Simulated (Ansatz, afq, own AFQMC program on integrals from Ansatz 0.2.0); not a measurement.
# GaBr+ (doublet): AFQMC on the coupled-cluster ladder at distance Ga1–Br2 = 2.509 Å, cc-pVDZ

Aim: compute GaBr+ (doublet) with auxiliary-field quantum Monte Carlo on the same integrals as coupled cluster, and set the energies side by side.

The runs use Ansatz 0.2.0, Gaussian basis, and an in-house AFQMC program (afq) on its integrals; all values are calculated; cc-pVDZ, frozen cores.

Plan: PBE (unrestricted); r2SCAN (unrestricted); PBE0 (unrestricted); B3LYP (unrestricted); wB97M-V (unrestricted); B2PLYP (unrestricted); CCSD(T) on UHF; CCSDT(Q) on UHF; Phaseless AFQMC, CISD trial on UHF.

3 further runs of the same task are left out: 3 that didn't finish.

## Step 1: The system

The geometry derives from a PBE0/def2-TZVP stationary point (not a proven minimum). One bond is set to the value named and the two fragments are kept rigid. No spin-orbit coupling is included. The filled d shell of Ga, Br may be among the frozen orbitals whatever the setting's name suggests; the logs give the count.

2 atoms, charge 1, spin multiplicity 2.

Atoms are counted from 1 here; the program's logs count them from 0.

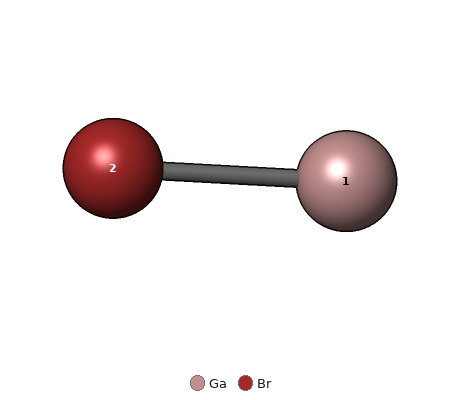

The structure; gallium pink, bromine red; atoms are numbered from 1 in the order of the file.

Coordinates:

```xyz
2
charge 1, multiplicity 2
Ga    0.0000    0.0000    0.0000
Br    0.0000    0.0000    2.5090
```

## Step 2: PBE (unrestricted)

File in.yaml:

```yaml
crystal:
  periodic: [false, false, false]
  atoms:
    - {symbol: Ga, position_ang: [0.000000, 0.000000, 0.000000]}
    - {symbol: Br, position_ang: [0.000000, 0.000000, 2.509000]}
basis:
  gaussian: {orbitals: cc-pVDZ}
total_charge: 1
magnetization: {spin_polarized: true, initial_magnetization: 1}
hamiltonian: {xc: {name: PBE}}
output: {orbitals: {seedname: orbitals}}
```

Run with:

```
> ansatz run in.yaml --threads 1 --pin off --events-out ev --progress --plain --max-ram 1382MiB
```

Log:

```text
Functional definition: PBE
  name "PBE"
  cite "Perdew, Burke & Ernzerhof, Phys. Rev. Lett. 77, 3865 (1996) doi:10.1103/PhysRevLett.77.3865"
  parent pbe
  parameter kappa = 0.804
  parameter beta = 0.06672455060314922
  exchange = pbe_x(kappa = kappa, mu = beta*pi^2/3)
  correlation = pbe_c(beta = beta)
639 factors; integrals over basis functions are off by at most 6.3e-4 eV
mean field evaluation 1: about -122388.8328 eV, gradient 2.9e1 eV
mean field evaluation 2: about -122255.2261 eV, gradient 9.6e1 eV
mean field evaluation 4: about -122393.8518 eV, gradient 1.4e1 eV
mean field evaluation 8: about -122396.4286 eV, gradient 2.2e-1 eV
mean field evaluation 16: about -122396.4284 eV, gradient 1.2e-5 eV
mean field evaluation 32: about -122396.0474 eV, gradient 4.5e0 eV
mean field -122396.42837716 eV, -4497.9857795818 hartree, gradient 1.1e-5 eV, S^2 0.753500; 4 other end points of the search recorded, 0 dependent functions left out
reference -122396.42840783 eV, -4497.9857807087 hartree; 33, 32 occupied and 21, 22 virtual orbitals, 639 factors
Total energy: -122396.42840783 eV, -4497.9857807087 hartree
```

Wall time 2.2 s (1 thread of AMD EPYC 9R14 (Zen 4), shared host).

From the report: ⟨S²⟩ of the determinant 0.754 (pure doublet: 0.75).

## Step 3: r2SCAN (unrestricted)

Changes to in.yaml since step 2:

```diff
@@ -9,3 +9,2 @@
 magnetization: {spin_polarized: true, initial_magnetization: 1}
-hamiltonian: {xc: {name: PBE}}
-output: {orbitals: {seedname: orbitals}}
+hamiltonian: {xc: {name: r2SCAN}}
```

The command is unchanged.

Log, cut to the lines that bear on the results:

```text
Functional definition: r2SCAN
  name "r2SCAN"
  cite "Furness, Kaplan, Ning, Perdew & Sun, J. Phys. Chem. Lett. 11, 8208 (2020) doi:10.1021/acs.jpclett.0c02405"
  cite "Furness, Kaplan, Ning, Perdew & Sun, J. Phys. Chem. Lett. 11, 9248 (2020) doi:10.1021/acs.jpclett.0c03077"
  parent r2scan
[...]
639 factors; integrals over basis functions are off by at most 6.3e-4 eV
[...]
mean field -122413.83820466 eV, -4498.6255789415 hartree, gradient 2.1e-5 eV, S^2 0.762267; 4 other end points of the search recorded, 0 dependent functions left out
reference -122413.83821627 eV, -4498.6255793681 hartree; 33, 32 occupied and 21, 22 virtual orbitals, 639 factors
Total energy: -122413.83821627 eV, -4498.6255793681 hartree
```

Run time: 5.5 s. Hardware: 1 thread of AMD EPYC 9R14 (Zen 4), shared host.

From the report: ⟨S²⟩ of the determinant 0.762 (pure doublet: 0.75).

## Step 4: PBE0 (unrestricted)

Changes to in.yaml since step 3:

```diff
@@ -9,2 +9,3 @@
 magnetization: {spin_polarized: true, initial_magnetization: 1}
-hamiltonian: {xc: {name: r2SCAN}}
+hamiltonian: {xc: {name: PBE0}}
+output: {orbitals: {seedname: orbitals}}
```

The command is unchanged.

Log:

```text
Functional definition: PBE0
  name "PBE0"
  cite "Adamo & Barone, J. Chem. Phys. 110, 6158 (1999) doi:10.1063/1.478522"
  cite "Perdew, Burke & Ernzerhof, Phys. Rev. Lett. 77, 3865 (1996) doi:10.1103/PhysRevLett.77.3865"
  parent pbe
  parameter a = 0.25
  parameter kappa = 0.804
  parameter beta = 0.06672455060314922
  exchange = (1 - a)*pbe_x(kappa = kappa, mu = beta*pi^2/3) + a*exact_x
  correlation = pbe_c(beta = beta)
639 factors; integrals over basis functions are off by at most 6.3e-4 eV
mean field evaluation 1: about -122393.8143 eV, gradient 2.5e1 eV
mean field evaluation 2: about -122318.0204 eV, gradient 8.8e1 eV
mean field evaluation 4: about -122399.6677 eV, gradient 3.4e0 eV
mean field evaluation 8: about -122399.7891 eV, gradient 5.8e-2 eV
mean field evaluation 16: about -122399.7891 eV, gradient 4.1e-5 eV
mean field -122399.78912905 eV, -4498.1092849355 hartree, gradient 1.1e-5 eV, S^2 0.760634; 1 other end points of the search recorded, 0 dependent functions left out
reference -122399.78915193 eV, -4498.1092857765 hartree; 33, 32 occupied and 21, 22 virtual orbitals, 639 factors
Total energy: -122399.78915193 eV, -4498.1092857765 hartree
```

Wall time 1.9 s (1 thread of AMD EPYC 9R14 (Zen 4), shared host).

From the report: ⟨S²⟩ of the determinant 0.761 (pure doublet: 0.75).

## Step 5: B3LYP (unrestricted)

Changes to in.yaml since step 4:

```diff
@@ -9,3 +9,2 @@
 magnetization: {spin_polarized: true, initial_magnetization: 1}
-hamiltonian: {xc: {name: PBE0}}
-output: {orbitals: {seedname: orbitals}}
+hamiltonian: {xc: {name: B3LYP}}
```

Same command.

Log, cut to the lines that bear on the results:

```text
Functional definition: B3LYP
  name "B3LYP"
  cite "Stephens, Devlin, Chabalowski & Frisch, J. Phys. Chem. 98, 11623 (1994) doi:10.1021/j100096a001"
  cite "Becke, Phys. Rev. A 38, 3098 (1988) doi:10.1103/PhysRevA.38.3098"
  cite "Lee, Yang & Parr, Phys. Rev. B 37, 785 (1988) doi:10.1103/PhysRevB.37.785"
  cite "Vosko, Wilk & Nusair, Can. J. Phys. 58, 1200 (1980) doi:10.1139/p80-159"
[...]
639 factors; integrals over basis functions are off by at most 6.3e-4 eV
[...]
mean field -122416.99294737 eV, -4498.7415135977 hartree, gradient 2.6e-6 eV, S^2 0.756810; 4 other end points of the search recorded, 0 dependent functions left out
reference -122416.99313745 eV, -4498.7415205833 hartree; 33, 32 occupied and 21, 22 virtual orbitals, 639 factors
Total energy: -122416.99313745 eV, -4498.7415205833 hartree
```

It took 3.6 s on 1 thread of AMD EPYC 9R14 (Zen 4), shared host.

From the report: ⟨S²⟩ of the determinant 0.757 (pure doublet: 0.75).

## Step 6: wB97M-V (unrestricted)

Changes to in.yaml since step 5:

```diff
@@ -9,2 +9,3 @@
 magnetization: {spin_polarized: true, initial_magnetization: 1}
-hamiltonian: {xc: {name: B3LYP}}
+hamiltonian: {xc: {name: wB97M-V}}
+output: {orbitals: {seedname: orbitals}}
```

Same command.

Log, cut to the lines that bear on the results:

```text
Functional definition: wB97M-V
  name "wB97M-V"
  cite "Mardirossian & Head-Gordon, J. Chem. Phys. 144, 214110 (2016) doi:10.1063/1.4952647"
  cite "Becke, J. Chem. Phys. 107, 8554 (1997) doi:10.1063/1.475007"
  cite "Vydrov & Van Voorhis, J. Chem. Phys. 133, 244103 (2010) doi:10.1063/1.3521275"
  # Of w^i u^j: cxij and so on, Table III.
[...]
  gx(w, u) = 1 - cx + cx01*u + cx10*w
  gss(w, u) = css00 + css04*u^4 + css10*w + css20*w^2 + css43*w^4*u^3
  gos(w, u) = cos00 + cos10*w + (cos20 + cos21*u)*w^2 + (cos60 + cos61*u)*w^6
[...]
      + integral(e_c_pw_mod_opposite_spin*gos(b97_w_opposite, b97_u_opposite)) + vv10(b, c)
639 factors; integrals over basis functions are off by at most 6.3e-4 eV
129 factors; integrals over basis functions are off by at most 1.6e-5 eV
[...]
mean field -122408.13643453 eV, -4498.4160427541 hartree, gradient 1.1e-5 eV, S^2 0.764689; 1 other end points of the search recorded, 0 dependent functions left out
reference -122408.13646879 eV, -4498.4160440131 hartree; 33, 32 occupied and 21, 22 virtual orbitals, 639 factors
Total energy: -122408.13646879 eV, -4498.4160440131 hartree
```

Wall time 6.5 s (1 thread of AMD EPYC 9R14 (Zen 4), shared host); peak memory 0.28 GiB.

From the report: ⟨S²⟩ of the determinant 0.765 (pure doublet: 0.75).

## Step 7: B2PLYP (unrestricted)

Changes to in.yaml since step 6:

```diff
@@ -9,3 +9,3 @@
 magnetization: {spin_polarized: true, initial_magnetization: 1}
-hamiltonian: {xc: {name: wB97M-V}}
-output: {orbitals: {seedname: orbitals}}
+hamiltonian: {xc: {name: B2PLYP}}
+correlation: {electrons: outside_noble_gas}
```

The command is unchanged.

Log, cut to the lines that bear on the results:

```text
Functional definition: B2PLYP
  name "B2PLYP"
  cite "Grimme, J. Chem. Phys. 124, 034108 (2006) doi:10.1063/1.2148954"
  cite "Becke, Phys. Rev. A 38, 3098 (1988) doi:10.1103/PhysRevA.38.3098"
  cite "Lee, Yang & Parr, Phys. Rev. B 37, 785 (1988) doi:10.1103/PhysRevB.37.785"
[...]
639 factors; integrals over basis functions are off by at most 6.3e-4 eV
[...]
mean field -122390.65321482 eV, -4497.7735462803 hartree, gradient 2.7e-6 eV, S^2 0.771341; 5 other end points of the search recorded, 0 dependent functions left out
28 core orbitals not correlated: weight in the atoms' cores, before any rotation towards them, 0.995 or more for the frozen orbitals, at most 0.004 for the correlated occupied ones
reference -122390.65333454 eV, -4497.7735506799 hartree; 5, 4 occupied and 21, 22 virtual orbitals, 639 factors
second order -4.54596074 eV of doubles, -0.00000000 eV of singles
Total energy: -122391.88074394 eV, -4497.8186571433 hartree
```

Run time: 5.5 s. Hardware: 1 thread of AMD EPYC 9R14 (Zen 4), shared host.

From the report: ⟨S²⟩ of the determinant 0.771 (pure doublet: 0.75).

## Step 8: CCSD(T) on UHF

Changes to in.yaml since step 7:

```diff
@@ -9,3 +9,2 @@
 magnetization: {spin_polarized: true, initial_magnetization: 1}
-hamiltonian: {xc: {name: B2PLYP}}
-correlation: {electrons: outside_noble_gas}
+correlation: {method: ccsd_t, electrons: outside_noble_gas, hamiltonian_folder: ham}
```

The command is unchanged.

Log, cut to the lines that bear on the results:

```text
Functional definition: HF
  name "HF"
  cite "Fock, Z. Phys. 61, 126 (1930) doi:10.1007/BF01340294"
  parent pbe
[...]
639 factors; integrals over basis functions are off by at most 6.3e-4 eV
[...]
mean field -122324.86540028 eV, -4495.3558886885 hartree, gradient 1.4e-6 eV, S^2 0.813282; 8 other end points of the search recorded, 0 dependent functions left out
determinant -122324.86540028 eV, -4495.3558886885 hartree, with singles and doubles -122329.04735995 eV, -4495.5095728717 hartree
determinant -122324.46277630 eV, -4495.3410925303 hartree, with singles and doubles -122328.58021864 eV, -4495.4924057453 hartree
determinant -122321.21690126 eV, -4495.2218088225 hartree, with singles and doubles -122324.57347063 eV, -4495.3451604719 hartree
determinant -122324.86540028 eV, -4495.3558886885 hartree, with singles and doubles -122329.04754464 eV, -4495.5095796590 hartree
determinant -122324.46277630 eV, -4495.3410925303 hartree, with singles and doubles -122328.58020537 eV, -4495.4924052576 hartree
28 core orbitals not correlated: weight in the atoms' cores, before any rotation towards them, 0.998 or more for the frozen orbitals, at most 0.002 for the correlated occupied ones
reference -122324.86540028 eV, -4495.3558886885 hartree; 5, 4 occupied and 21, 22 virtual orbitals, 639 factors
second order -3.55463670 eV of doubles, -0.00000000 eV of singles
cycle   1  -4.18213833 eV  change    6.0e-6 eV  update   2.6e-6
cycle   2  -4.18213373 eV  change    4.6e-6 eV  update   1.7e-6
perturbative correction -0.10329191 eV, -0.0037959075 hartree
Total energy: -122329.15082591 eV, -4495.5133751757 hartree
```

Run time: 9.5 s. Hardware: 1 thread of AMD EPYC 9R14 (Zen 4), shared host.

From the report: ⟨S²⟩ of the determinant 0.813 (pure doublet: 0.75); correlation -4.2854 eV; T1 0.025; largest double amplitude 0.09.

This run also writes the integrals to the folder ham.

## Step 9: CCSDT(Q) on UHF

Changes to in.yaml since step 8:

```diff
@@ -9,2 +9,2 @@
 magnetization: {spin_polarized: true, initial_magnetization: 1}
-correlation: {method: ccsd_t, electrons: outside_noble_gas, hamiltonian_folder: ham}
+correlation: {method: ccsdt_q, electrons: outside_noble_gas}
```

Launched as before.

Log, cut to the lines that bear on the results:

```text
Functional definition: HF
  name "HF"
  cite "Fock, Z. Phys. 61, 126 (1930) doi:10.1007/BF01340294"
  parent pbe
[...]
1042 factors; integrals over basis functions are off by at most 1.3e-7 eV
[...]
mean field -122324.86547844 eV, -4495.3558915610 hartree, gradient 3.2e-6 eV, S^2 0.813282; 16 other end points of the search recorded, 0 dependent functions left out
determinant -122324.86547844 eV, -4495.3558915610 hartree, with singles and doubles -122329.04743595 eV, -4495.5095756646 hartree
determinant -122324.46285960 eV, -4495.3410955913 hartree, with singles and doubles -122328.58030284 eV, -4495.4924088394 hartree
determinant -122321.21699626 eV, -4495.2218123138 hartree, with singles and doubles -122324.57356319 eV, -4495.3451638733 hartree
determinant -122320.62714671 eV, -4495.2001357426 hartree, with singles and doubles -122324.38243916 eV, -4495.3381401946 hartree
determinant -122324.86547844 eV, -4495.3558915610 hartree, with singles and doubles -122329.04762090 eV, -4495.5095824614 hartree
determinant -122324.46285960 eV, -4495.3410955913 hartree, with singles and doubles -122328.58028952 eV, -4495.4924083502 hartree
28 core orbitals not correlated: weight in the atoms' cores, before any rotation towards them, 0.998 or more for the frozen orbitals, at most 0.002 for the correlated occupied ones
reference -122324.86547844 eV, -4495.3558915610 hartree; 5, 4 occupied and 21, 22 virtual orbitals, 1042 factors
second order -3.55463424 eV of doubles, -0.00000000 eV of singles
cycle   1  -3.95385805 eV  change   -4.0e-1 eV  update   7.5e-2
[...]
cycle  19  -4.30700533 eV  change    1.3e-7 eV  update   4.8e-7
perturbative correction -0.01109978 eV, -0.0004079092 hartree
Total energy: -122329.18358355 eV, -4495.5145789966 hartree
```

Wall time 19 s (1 thread of AMD EPYC 9R14 (Zen 4), shared host).

From the report: ⟨S²⟩ of the determinant 0.813 (pure doublet: 0.75); correlation -4.3181 eV; T1 0.027; largest double amplitude 0.10.

## Step 10: Phaseless AFQMC, CISD trial on UHF

It reads the integrals that the CCSD(T) run on this determinant wrote.

Run with:

```
> afq ham --method phaseless --trial cisd --walkers 70 --populations 1 --least-time 40 --time-step 0.005 --steps-per-block 50 --equilibration-blocks 28 --max-blocks 300 --target-error 0.00036 --factor-cut 1e-05 --start spin_pure --seed 2120 --release-times 0.24,0.51,0.99,1.62,2.4 --release-step 0.03 --release-every 4 --taylor-order 6
```

Log:

```text
orbitals 26  electrons 5 4  factors 184 of 639
reference energy -4495.35588869 Eh
CCSD correlation -0.15369045 Eh in 12 cycles, weight of the determinant in the CISD state 0.8938
energy of the start -4495.508095 Eh
 block  time / (1/Eh)  mean weight  energy / Eh
     1     0.250  1.0012  -4495.507291
     2     0.500  1.0011  -4495.509353
     3     0.750  0.9997  -4495.512210
     4     1.000  1.0010  -4495.510935
     5     1.250  0.9996  -4495.514601
     6     1.500  1.0007  -4495.512960
     7     1.750  0.9992  -4495.513662
     8     2.000  1.0003  -4495.513638
     9     2.250  1.0005  -4495.515354
    10     2.500  0.9988  -4495.516435
    13     3.250  0.9994  -4495.513861
    17     4.250  0.9999  -4495.518172
    21     5.250  1.0014  -4495.511517
    25     6.250  1.0003  -4495.513760
    29     7.250  0.9992  -4495.519172
    33     8.250  0.9989  -4495.512450
    37     9.250  1.0015  -4495.510540
    41    10.250  0.9985  -4495.513007
    45    11.250  1.0008  -4495.511951
    49    12.250  0.9986  -4495.515077
    53    13.250  0.9985  -4495.520053
    57    14.250  0.9990  -4495.513414
    61    15.250  1.0013  -4495.513787
    65    16.250  0.9987  -4495.515377
    69    17.250  1.0001  -4495.513030
    73    18.250  0.9989  -4495.512426
    77    19.250  0.9992  -4495.516867
    81    20.250  0.9992  -4495.512260
    85    21.250  0.9998  -4495.511559
    89    22.250  1.0021  -4495.514205
    93    23.250  0.9987  -4495.513575
    97    24.250  0.9990  -4495.514544
   101    25.250  1.0008  -4495.512435
   105    26.250  1.0015  -4495.512365
   109    27.250  0.9997  -4495.510236
   113    28.250  1.0016  -4495.512519
   117    29.250  0.9995  -4495.512502
   121    30.250  1.0008  -4495.511072
   125    31.250  1.0003  -4495.514181
   129    32.250  0.9981  -4495.516377
   133    33.250  1.0006  -4495.516027
   137    34.250  0.9980  -4495.512456
   141    35.250  1.0002  -4495.519532
   145    36.250  1.0025  -4495.511763
   149    37.250  1.0002  -4495.512978
   153    38.250  1.0036  -4495.513203
   157    39.250  0.9983  -4495.513573
   161    40.250  0.9999  -4495.511273
   165    41.250  0.9997  -4495.514798
   169    42.250  1.0019  -4495.514466
   173    43.250  0.9989  -4495.515205
   177    44.250  1.0017  -4495.515768
   181    45.250  0.9997  -4495.511857
   185    46.250  1.0002  -4495.510381
blocks merged  error / Eh  count
     1  0.000188  160
     2  0.000240  80
     4  0.000292  40
     8  0.000302  20
    16  0.000338  10
released: time / (1/Eh)  energy / Eh  error  mean overlap
  0.24  -4495.513973  0.000368  1.0103
  0.51  -4495.514071  0.000310  1.0058
  0.99  -4495.514060  0.000350  1.0158
  1.62  -4495.514543  0.000426  1.0128
  2.40  -4495.514404  0.000325  1.0449
energy -4495.513620 +/- 0.000302 Eh
```

Wall time 70 s (1 thread of AMD EPYC 9R14 (Zen 4), shared host).

Energy -122329.1575 ± 0.0082 eV. Caveats: constraint bias not in the error.

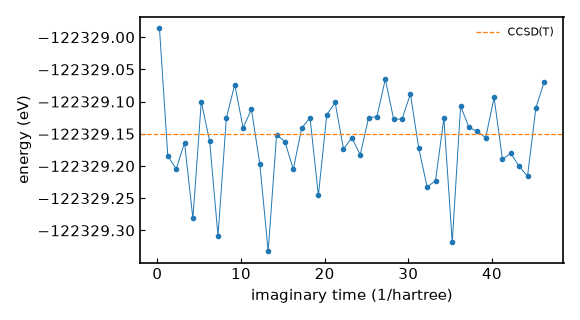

Block energies along the walk.

## Step 11: All levels side by side

On the UHF determinant, counted from CCSDT(Q) (a yardstick, not exact):

```csv
level,energy (eV),from CCSDT(Q) (kJ/mol),statistical error (kJ/mol),time
HF,-122324.8654,+416.6,,
MP2,-122328.4200,+73.7,,
CCSD,-122329.0475,+13.1,,
CCSD(T),-122329.1508,+3.2,,
CCSDT(Q),-122329.1836,0.0,,
"Phaseless AFQMC, CISD trial, step 0.005, 70 walkers",-122329.1575,+2.5,0.8,70 s
```

The functionals' totals stand on their own zeros and serve differences with other points: PBE -122396.428 eV; r2SCAN -122413.838 eV; PBE0 -122399.789 eV; B3LYP -122416.993 eV; wB97M-V -122408.136 eV; B2PLYP -122391.881 eV.

## Step 12: What came out

| quantity | value |
| --- | --- |
| CCSD(T) on UHF from CCSDT(Q) | +3.2 kJ/mol |
| Phaseless AFQMC, CISD trial on UHF from CCSDT(Q) | +2.5 ± 0.8 kJ/mol |

What this shows: On UHF the phaseless walk with the CISD trial lies +2.5 kJ/mol from CCSDT(Q), 3 times its error bar. Error bars are statistical and leave out the constraint, the time step and what remains of the start.
